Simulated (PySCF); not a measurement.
C3H8GeO, SMILES CO/C=[CH]\[GeH3] at its GFN2-xTB optimised geometry (Å):

```
13

C      2.6486    -0.4412     0.0000
O      1.2434    -0.4412     0.0000
C      0.6292     0.7711     0.0000
C     -0.6966     0.7940    -0.0024
Ge    -1.5571    -0.9393    -0.0064
H      2.9584    -1.4845     0.0013
H      3.0462     0.0529    -0.8933
H      3.0461     0.0551     0.8920
H      1.2734     1.6457     0.0022
H     -1.2217     1.7330    -0.0021
H     -1.1745    -1.7303    -1.2116
H     -1.1813    -1.7330     1.1991
H     -3.0462    -0.7837    -0.0104
```

Computed with PBE0/def2-TZVP in PySCF 2.14.0.

Map of the electron localisation function on the plane z = 0.6 Å:

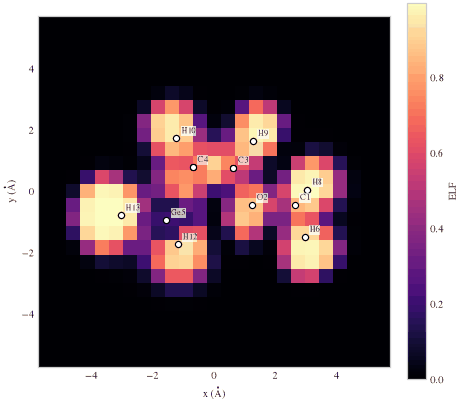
Figure: Electron localisation function on the plane z = 0.6 Å.
